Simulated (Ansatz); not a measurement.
hcp Mg, treated with PBEsol in Ansatz (PAW).

Settings: plane-wave cutoff 520 eV, 18×18×12 k mesh (along the axes of the cell as run), Fermi–Dirac smearing 0.05 eV, scalar-relativistic PAW data made under PBE.

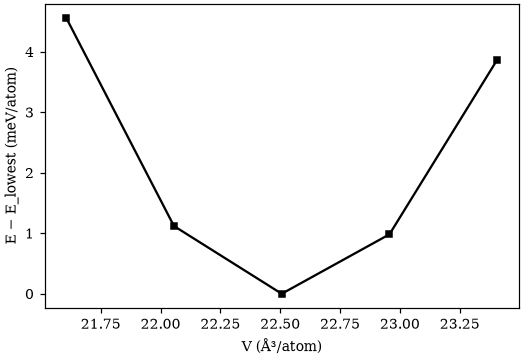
*Total energy against volume*

From the curve, estimate the equilibrium volume and the bulk modulus.

V0 ≈ 22.5 Å³/atom and B0 ≈ 37 GPa; the fit gives V0 = 22.513 Å³/atom, B0 = 37.3 GPa, B′ = 4.0.

Shape and atoms are relaxed at each volume.

Measured, for comparison: bulk modulus 38.6 GPa (copied from a table, unchecked, extrapolated to 0 K and zero-point effects removed; as tabulated in Lejaeghere et al. (2013), arXiv:1204.2733). Computed (rounded) less measured: bulk modulus not scored (unchecked).

Note: the bulk modulus comes from volumes at which shape and atoms were relaxed.

Static lattice: no zero-point or thermal effects.

It cost about 90 core-seconds (a rough figure) of CPU time.

Ansatz is a program for electronic structure.
